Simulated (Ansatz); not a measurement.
# C₂₄H₂₀: single points with varied inputs

How do the results and run time of C₂₄H₂₀ respond when the settings are drawn wide?

The runs use Ansatz 0.2.0, Gaussian basis; the settings change from run to run.

**1. The molecule**

The structure was relaxed beforehand with PBE-D4/def2-SVP.

SMILES `[H]/C=C/c1ccc(/C=C/c2ccc(/C=C/c3ccccc3)cc2)cc1`, 44 atoms, charge 0, spin multiplicity 1.

Atoms are counted from 1 here; the program's logs count them from 0.

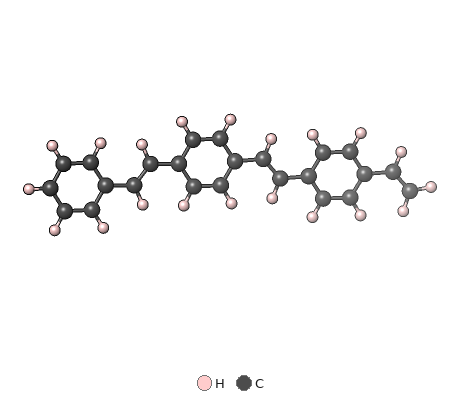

The geometry (hydrogen pink, carbon dark grey).

As a file:

```
atom     x (Å)    y (Å)    z (Å)
  H1   10.5747  -0.0293  -0.5087
  C2    9.5109  -0.2911  -0.4087
  C3    8.5476   0.6504  -0.5268
  C4    7.0965   0.4595  -0.4188
  C5    6.4915  -0.7986  -0.1826
  C6    5.1068  -0.9227  -0.0877
  C7    4.2442   0.1971  -0.2248
  C8    2.8032  -0.0001  -0.1208
  C9    1.8324   0.9463  -0.2728
 C10    0.3925   0.7480  -0.1704
 C11   -0.2089  -0.5004   0.1475
 C12   -1.5896  -0.6408   0.2293
 C13   -2.4621   0.4576  -0.0006
 C14   -3.9152   0.3628   0.0735
 C15   -4.6492  -0.7405   0.3925
 C16   -6.1062  -0.8366   0.4665
 C17   -6.9762   0.2433   0.1688
 C18   -8.3633   0.0953   0.2592
 C19   -8.9263  -1.1336   0.6489
 C20   -8.0825  -2.2152   0.9459
 C21   -6.6932  -2.0671   0.8544
 C22   -1.8629   1.7021  -0.3169
 C23   -0.4774   1.8436  -0.3977
 C24    4.8519   1.4566  -0.4589
 C25    6.2375   1.5791  -0.5530
 H26    9.2811  -1.3501  -0.2058
 H27    8.8591   1.6919  -0.7264
 H28    7.1190  -1.6958  -0.0731
 H29    4.6619  -1.9141   0.0948
 H30    2.4978  -1.0378   0.0976
 H31    2.1366   1.9813  -0.5053
 H32    0.4258  -1.3793   0.3353
 H33   -2.0086  -1.6276   0.4767
 H34   -4.4468   1.3027  -0.1543
 H35   -4.1172  -1.6774   0.6310
 H36   -6.5589   1.2131  -0.1410
 H37   -9.0176   0.9485   0.0224
 H38  -10.0189  -1.2455   0.7187
 H39   -8.5108  -3.1824   1.2510
 H40   -6.0346  -2.9187   1.0889
 H41   -2.5113   2.5736  -0.5010
 H42   -0.0433   2.8253  -0.6454
 H43    4.2274   2.3561  -0.5664
 H44    6.6827   2.5705  -0.7351
```

**2. SVWN5/STO-3G**

Set apart from the defaults: unrestricted orbitals.

in.yaml reads:

```yaml
crystal:
  periodic: [false, false, false]
  atoms:
    - {symbol: H, position_ang: [10.574705, -0.029340, -0.508698]}
    - {symbol: C, position_ang: [9.510896, -0.291148, -0.408686]}
    - {symbol: C, position_ang: [8.547637, 0.650430, -0.526790]}
    - {symbol: C, position_ang: [7.096482, 0.459537, -0.418755]}
    - {symbol: C, position_ang: [6.491512, -0.798626, -0.182575]}
    - {symbol: C, position_ang: [5.106792, -0.922717, -0.087746]}
    - {symbol: C, position_ang: [4.244228, 0.197076, -0.224831]}
    - {symbol: C, position_ang: [2.803157, -0.000138, -0.120788]}
    - {symbol: C, position_ang: [1.832388, 0.946344, -0.272758]}
    - {symbol: C, position_ang: [0.392535, 0.747989, -0.170411]}
    - {symbol: C, position_ang: [-0.208851, -0.500376, 0.147549]}
    - {symbol: C, position_ang: [-1.589593, -0.640821, 0.229341]}
    - {symbol: C, position_ang: [-2.462122, 0.457575, -0.000624]}
    - {symbol: C, position_ang: [-3.915165, 0.362781, 0.073469]}
    - {symbol: C, position_ang: [-4.649204, -0.740459, 0.392494]}
    - {symbol: C, position_ang: [-6.106203, -0.836583, 0.466540]}
    - {symbol: C, position_ang: [-6.976213, 0.243255, 0.168779]}
    - {symbol: C, position_ang: [-8.363320, 0.095308, 0.259162]}
    - {symbol: C, position_ang: [-8.926330, -1.133594, 0.648922]}
    - {symbol: C, position_ang: [-8.082519, -2.215219, 0.945910]}
    - {symbol: C, position_ang: [-6.693172, -2.067068, 0.854390]}
    - {symbol: C, position_ang: [-1.862905, 1.702134, -0.316867]}
    - {symbol: C, position_ang: [-0.477444, 1.843553, -0.397735]}
    - {symbol: C, position_ang: [4.851887, 1.456623, -0.458925]}
    - {symbol: C, position_ang: [6.237471, 1.579073, -0.553010]}
    - {symbol: H, position_ang: [9.281069, -1.350057, -0.205770]}
    - {symbol: H, position_ang: [8.859086, 1.691906, -0.726418]}
    - {symbol: H, position_ang: [7.118970, -1.695813, -0.073117]}
    - {symbol: H, position_ang: [4.661891, -1.914093, 0.094752]}
    - {symbol: H, position_ang: [2.497776, -1.037793, 0.097556]}
    - {symbol: H, position_ang: [2.136590, 1.981318, -0.505263]}
    - {symbol: H, position_ang: [0.425808, -1.379268, 0.335333]}
    - {symbol: H, position_ang: [-2.008599, -1.627566, 0.476677]}
    - {symbol: H, position_ang: [-4.446753, 1.302681, -0.154305]}
    - {symbol: H, position_ang: [-4.117205, -1.677446, 0.630973]}
    - {symbol: H, position_ang: [-6.558922, 1.213072, -0.140985]}
    - {symbol: H, position_ang: [-9.017575, 0.948540, 0.022388]}
    - {symbol: H, position_ang: [-10.018905, -1.245483, 0.718734]}
    - {symbol: H, position_ang: [-8.510753, -3.182426, 1.251003]}
    - {symbol: H, position_ang: [-6.034649, -2.918666, 1.088939]}
    - {symbol: H, position_ang: [-2.511282, 2.573550, -0.500965]}
    - {symbol: H, position_ang: [-0.043330, 2.825270, -0.645390]}
    - {symbol: H, position_ang: [4.227443, 2.356131, -0.566438]}
    - {symbol: H, position_ang: [6.682702, 2.570536, -0.735051]}
basis:
  gaussian: {orbitals: STO-3G}
magnetization: {spin_polarized: true, initial_magnetization: 0}
hamiltonian: {xc: {name: SVWN5}}
scf: {omitted_lower_state_checks: [starts]}
```

Started as:

```bash
ansatz run in.yaml --threads 2 --pin off --events-out ev --progress --plain --max-ram 22528MiB --backend cuda --devices 0, --max-vram 18GiB
```

The log of the run:

```text
Functional definition: SVWN5
  name "SVWN5"
  cite "Dirac, Proc. Camb. Phil. Soc. 26, 376 (1930) doi:10.1017/S0305004100016108"
  cite "Slater, Phys. Rev. 81, 385 (1951) doi:10.1103/PhysRev.81.385"
  cite "Vosko, Wilk & Nusair, Can. J. Phys. 58, 1200 (1980) doi:10.1139/p80-159"
  exchange = slater_x
  correlation = vwn5_c
these checks for a lower state are left out or cut short: starts
1989 factors; integrals over basis functions are off by at most 5.2e-5 eV
mean field evaluation 1: about -24675.1199 eV, gradient 6.5e0 eV
mean field evaluation 2: about -24674.8595 eV, gradient 8.4e0 eV
mean field evaluation 4: about -24675.2563 eV, gradient 1.8e0 eV
mean field evaluation 8: about -24674.4042 eV, gradient 1.6e-1 eV
mean field evaluation 16: about -24674.4044 eV, gradient 9.0e-5 eV
mean field -24674.40440784 eV, -906.7676370761 hartree, gradient 8.1e-6 eV, S^2 0.000000; 0 other end points of the search recorded, 0 dependent functions left out
reference -24674.40446507 eV, -906.7676391795 hartree; 82, 82 occupied and 58, 58 virtual orbitals, 1989 factors
Total energy: -24674.40446507 eV, -906.7676391795 hartree
Checks for a lower state left out: starts
```

It took 3.1 s on 1 × H100 (card shared with other runs) with 2 threads of AMD EPYC 7R13, shared host.

⟨S²⟩ 0.000.

**3. PBE0/STO-3G**

This run has multiplicity 3, a point charge of 2.00 e beside it, high accuracy.

Changes to in.yaml since step 2:

```diff
@@ -48,5 +48,7 @@
 basis:
-  gaussian: {orbitals: STO-3G}
-magnetization: {spin_polarized: true, initial_magnetization: 0}
-hamiltonian: {xc: {name: SVWN5}}
+  gaussian: {orbitals: STO-3G, point_charges: [{charge: 2.00, position_ang: [14.956, 0.539, -0.113]}]}
+magnetization: {spin_polarized: true, initial_magnetization: 2}
+hamiltonian: {xc: {name: PBE0}}
+accuracy: high
 scf: {omitted_lower_state_checks: [starts]}
+output: {forces: true}
```

Launched as before.

The log of the run, shortened:

```text
Functional definition: PBE0
  name "PBE0"
  cite "Adamo & Barone, J. Chem. Phys. 110, 6158 (1999) doi:10.1063/1.478522"
  cite "Perdew, Burke & Ernzerhof, Phys. Rev. Lett. 77, 3865 (1996) doi:10.1103/PhysRevLett.77.3865"
  parent pbe
[...]
3366 factors; integrals over basis functions are off by at most 2.8e-8 eV
[...]
mean field -24876.34560285 eV, -914.1888391122 hartree, gradient 6.1e-8 eV, S^2 2.074500; 0 other end points of the search recorded, 0 dependent functions left out
[...]
reference -24876.34560753 eV, -914.1888392840 hartree; 83, 81 occupied and 57, 59 virtual orbitals, 3366 factors
Total energy: -24876.34560753 eV, -914.1888392840 hartree
Atom 0 at    10.574705    -0.029340    -0.508698 Å, force    -0.329950    -0.106215     0.015005 eV/Å
Atom 1 at     9.510896    -0.291148    -0.408686 Å, force     0.172965    -0.333832     0.106397 eV/Å
[...]
Atom 35 at    -6.558922     1.213072    -0.140985 Å, force    -0.076564    -0.198382     0.069037 eV/Å
Atom 36 at    -9.017575     0.948540     0.022388 Å, force     0.124394    -0.173102     0.047800 eV/Å
Atom 37 at   -10.018905    -1.245483     0.718734 Å, force     0.188451     0.021712    -0.011785 eV/Å
Atom 38 at    -8.510753    -3.182426     1.251003 Å, force     0.086130     0.192210    -0.060477 eV/Å
Atom 39 at    -6.034649    -2.918666     1.088939 Å, force    -0.151248     0.174642    -0.048988 eV/Å
Atom 40 at    -2.511282     2.573550    -0.500965 Å, force     0.145848    -0.181313     0.036388 eV/Å
Atom 41 at    -0.043330     2.825270    -0.645390 Å, force    -0.111263    -0.228971     0.058946 eV/Å
Atom 42 at     4.227443     2.356131    -0.566438 Å, force     0.124741    -0.208507     0.018965 eV/Å
Atom 43 at     6.682702     2.570536    -0.735051 Å, force    -0.126342    -0.226475     0.041755 eV/Å
Dipole moment:    -2.488948    -0.071210     0.127085 e Å
Checks for a lower state left out: starts
```

Wall time 10 s (1 × H100 (card shared with other runs) with 2 threads of AMD EPYC 7R13, shared host); peak host memory 1.7 GiB.

Largest force 5.208 eV/Å, dipole 11.98 D, ⟨S²⟩ 2.074.

**4. r2SCAN/STO-3G**

This run has charge -1, multiplicity 2, restricted open-shell orbitals, coordinates scaled by 0.96, D3(BJ) with three-body dispersion.

in.yaml reads:

```yaml
crystal:
  periodic: [false, false, false]
  atoms:
    - {symbol: H, position_ang: [10.151717, -0.028166, -0.488350]}
    - {symbol: C, position_ang: [9.130460, -0.279502, -0.392339]}
    - {symbol: C, position_ang: [8.205732, 0.624412, -0.505719]}
    - {symbol: C, position_ang: [6.812622, 0.441156, -0.402004]}
    - {symbol: C, position_ang: [6.231852, -0.766681, -0.175272]}
    - {symbol: C, position_ang: [4.902520, -0.885808, -0.084236]}
    - {symbol: C, position_ang: [4.074458, 0.189193, -0.215838]}
    - {symbol: C, position_ang: [2.691031, -0.000133, -0.115956]}
    - {symbol: C, position_ang: [1.759092, 0.908490, -0.261848]}
    - {symbol: C, position_ang: [0.376833, 0.718070, -0.163594]}
    - {symbol: C, position_ang: [-0.200497, -0.480361, 0.141647]}
    - {symbol: C, position_ang: [-1.526009, -0.615188, 0.220167]}
    - {symbol: C, position_ang: [-2.363638, 0.439272, -0.000599]}
    - {symbol: C, position_ang: [-3.758558, 0.348270, 0.070530]}
    - {symbol: C, position_ang: [-4.463236, -0.710841, 0.376794]}
    - {symbol: C, position_ang: [-5.861955, -0.803120, 0.447878]}
    - {symbol: C, position_ang: [-6.697164, 0.233525, 0.162028]}
    - {symbol: C, position_ang: [-8.028787, 0.091495, 0.248796]}
    - {symbol: C, position_ang: [-8.569277, -1.088250, 0.622966]}
    - {symbol: C, position_ang: [-7.759219, -2.126611, 0.908073]}
    - {symbol: C, position_ang: [-6.425445, -1.984386, 0.820214]}
    - {symbol: C, position_ang: [-1.788389, 1.634048, -0.304192]}
    - {symbol: C, position_ang: [-0.458346, 1.769811, -0.381825]}
    - {symbol: C, position_ang: [4.657811, 1.398358, -0.440568]}
    - {symbol: C, position_ang: [5.987973, 1.515910, -0.530889]}
    - {symbol: H, position_ang: [8.909827, -1.296054, -0.197540]}
    - {symbol: H, position_ang: [8.504722, 1.624230, -0.697361]}
    - {symbol: H, position_ang: [6.834212, -1.627981, -0.070192]}
    - {symbol: H, position_ang: [4.475415, -1.837529, 0.090962]}
    - {symbol: H, position_ang: [2.397865, -0.996281, 0.093654]}
    - {symbol: H, position_ang: [2.051126, 1.902065, -0.485052]}
    - {symbol: H, position_ang: [0.408775, -1.324097, 0.321920]}
    - {symbol: H, position_ang: [-1.928255, -1.562463, 0.457610]}
    - {symbol: H, position_ang: [-4.268883, 1.250574, -0.148133]}
    - {symbol: H, position_ang: [-3.952517, -1.610349, 0.605734]}
    - {symbol: H, position_ang: [-6.296565, 1.164549, -0.135346]}
    - {symbol: H, position_ang: [-8.656872, 0.910599, 0.021492]}
    - {symbol: H, position_ang: [-9.618149, -1.195664, 0.689985]}
    - {symbol: H, position_ang: [-8.170322, -3.055129, 1.200963]}
    - {symbol: H, position_ang: [-5.793263, -2.801919, 1.045381]}
    - {symbol: H, position_ang: [-2.410831, 2.470608, -0.480926]}
    - {symbol: H, position_ang: [-0.041597, 2.712259, -0.619574]}
    - {symbol: H, position_ang: [4.058345, 2.261885, -0.543781]}
    - {symbol: H, position_ang: [6.415394, 2.467714, -0.705649]}
basis:
  gaussian: {orbitals: STO-3G}
total_charge: -1
magnetization: {spin_polarized: false, initial_magnetization: 1}
hamiltonian: {xc: {name: r2SCAN}, dispersion: d3bjatm}
```

Same command.

The log of the run, shortened:

```text
Functional definition: r2SCAN
  name "r2SCAN"
  cite "Furness, Kaplan, Ning, Perdew & Sun, J. Phys. Chem. Lett. 11, 8208 (2020) doi:10.1021/acs.jpclett.0c02405"
  cite "Furness, Kaplan, Ning, Perdew & Sun, J. Phys. Chem. Lett. 11, 9248 (2020) doi:10.1021/acs.jpclett.0c03077"
  parent r2scan
[...]
1995 factors; integrals over basis functions are off by at most 5.1e-5 eV
[...]
mean field -24888.50424602 eV, -914.6356610073 hartree, gradient 5.0e-5 eV, S^2 0.750000; 4 other end points of the search recorded, 0 dependent functions left out
reference -24888.50426168 eV, -914.6356615825 hartree; 83, 82 occupied and 57, 58 virtual orbitals, 1995 factors
Total energy: -24888.99459643 eV, -914.6536810523 hartree
```

It took 7 s on 1 × H100 (card shared with other runs) with 2 threads of AMD EPYC 7R13, shared host.

**5. r2SCAN0/STO-3G**

Options: multiplicity 3.

in.yaml reads:

```yaml
crystal:
  periodic: [false, false, false]
  atoms:
    - {symbol: H, position_ang: [10.574705, -0.029340, -0.508698]}
    - {symbol: C, position_ang: [9.510896, -0.291148, -0.408686]}
    - {symbol: C, position_ang: [8.547637, 0.650430, -0.526790]}
    - {symbol: C, position_ang: [7.096482, 0.459537, -0.418755]}
    - {symbol: C, position_ang: [6.491512, -0.798626, -0.182575]}
    - {symbol: C, position_ang: [5.106792, -0.922717, -0.087746]}
    - {symbol: C, position_ang: [4.244228, 0.197076, -0.224831]}
    - {symbol: C, position_ang: [2.803157, -0.000138, -0.120788]}
    - {symbol: C, position_ang: [1.832388, 0.946344, -0.272758]}
    - {symbol: C, position_ang: [0.392535, 0.747989, -0.170411]}
    - {symbol: C, position_ang: [-0.208851, -0.500376, 0.147549]}
    - {symbol: C, position_ang: [-1.589593, -0.640821, 0.229341]}
    - {symbol: C, position_ang: [-2.462122, 0.457575, -0.000624]}
    - {symbol: C, position_ang: [-3.915165, 0.362781, 0.073469]}
    - {symbol: C, position_ang: [-4.649204, -0.740459, 0.392494]}
    - {symbol: C, position_ang: [-6.106203, -0.836583, 0.466540]}
    - {symbol: C, position_ang: [-6.976213, 0.243255, 0.168779]}
    - {symbol: C, position_ang: [-8.363320, 0.095308, 0.259162]}
    - {symbol: C, position_ang: [-8.926330, -1.133594, 0.648922]}
    - {symbol: C, position_ang: [-8.082519, -2.215219, 0.945910]}
    - {symbol: C, position_ang: [-6.693172, -2.067068, 0.854390]}
    - {symbol: C, position_ang: [-1.862905, 1.702134, -0.316867]}
    - {symbol: C, position_ang: [-0.477444, 1.843553, -0.397735]}
    - {symbol: C, position_ang: [4.851887, 1.456623, -0.458925]}
    - {symbol: C, position_ang: [6.237471, 1.579073, -0.553010]}
    - {symbol: H, position_ang: [9.281069, -1.350057, -0.205770]}
    - {symbol: H, position_ang: [8.859086, 1.691906, -0.726418]}
    - {symbol: H, position_ang: [7.118970, -1.695813, -0.073117]}
    - {symbol: H, position_ang: [4.661891, -1.914093, 0.094752]}
    - {symbol: H, position_ang: [2.497776, -1.037793, 0.097556]}
    - {symbol: H, position_ang: [2.136590, 1.981318, -0.505263]}
    - {symbol: H, position_ang: [0.425808, -1.379268, 0.335333]}
    - {symbol: H, position_ang: [-2.008599, -1.627566, 0.476677]}
    - {symbol: H, position_ang: [-4.446753, 1.302681, -0.154305]}
    - {symbol: H, position_ang: [-4.117205, -1.677446, 0.630973]}
    - {symbol: H, position_ang: [-6.558922, 1.213072, -0.140985]}
    - {symbol: H, position_ang: [-9.017575, 0.948540, 0.022388]}
    - {symbol: H, position_ang: [-10.018905, -1.245483, 0.718734]}
    - {symbol: H, position_ang: [-8.510753, -3.182426, 1.251003]}
    - {symbol: H, position_ang: [-6.034649, -2.918666, 1.088939]}
    - {symbol: H, position_ang: [-2.511282, 2.573550, -0.500965]}
    - {symbol: H, position_ang: [-0.043330, 2.825270, -0.645390]}
    - {symbol: H, position_ang: [4.227443, 2.356131, -0.566438]}
    - {symbol: H, position_ang: [6.682702, 2.570536, -0.735051]}
basis:
  gaussian: {orbitals: STO-3G}
magnetization: {spin_polarized: true, initial_magnetization: 2}
hamiltonian: {xc: {name: r2SCAN0}}
scf: {omitted_lower_state_checks: [starts]}
```

Launched as before.

The log of the run, shortened:

```text
Functional definition: r2SCAN0
  name "r2SCAN0"
  cite "Bursch, Neugebauer, Ehlert & Grimme, J. Chem. Phys. 156, 134105 (2022) doi:10.1063/5.0086040"
  cite "Furness, Kaplan, Ning, Perdew & Sun, J. Phys. Chem. Lett. 11, 8208 (2020) doi:10.1021/acs.jpclett.0c02405"
  cite "Furness, Kaplan, Ning, Perdew & Sun, J. Phys. Chem. Lett. 11, 9248 (2020) doi:10.1021/acs.jpclett.0c03077"
  parent r2scan
[...]
1989 factors; integrals over basis functions are off by at most 5.2e-5 eV
[...]
mean field -24889.24747618 eV, -914.6629742116 hartree, gradient 4.9e-5 eV, S^2 2.344916; 0 other end points of the search recorded, 0 dependent functions left out
reference -24889.24748914 eV, -914.6629746879 hartree; 83, 81 occupied and 57, 59 virtual orbitals, 1989 factors
Total energy: -24889.24748914 eV, -914.6629746879 hartree
Checks for a lower state left out: starts
```

Wall time 7 s (1 × H100 (card shared with other runs) with 2 threads of AMD EPYC 7R13, shared host).

⟨S²⟩ 2.345. The spin excess of 0.34 shows a contaminated determinant.

**6. The runs in one table**

```
         level  charge  multiplicity               geometry  functions  energy (eV)   time
  SVWN5/STO-3G       0             1                relaxed        140   -24674.404  3.1 s
   PBE0/STO-3G       0             3  relaxed, point charge        140   -24876.346   10 s
 r2SCAN/STO-3G      -1             2                 scaled        140   -24888.995    7 s
r2SCAN0/STO-3G       0             3                relaxed        140   -24889.247    7 s
```

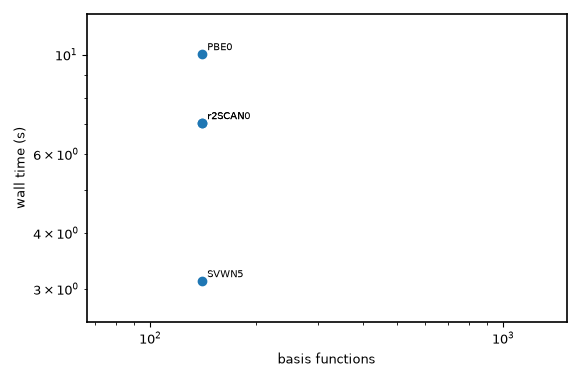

Wall time against the number of basis functions (shared host).

**7. Results**

```
quantity                value
    runs                    4
quickest  SVWN5/STO-3G, 3.1 s
 slowest    PBE0/STO-3G, 10 s
```

What this shows: The runs differ in state or geometry as well as level, so their energies can't be set against each other. Run time spans a factor of 3, from SVWN5/STO-3G to PBE0/STO-3G. The jobs differ in tasks and options as well as level.
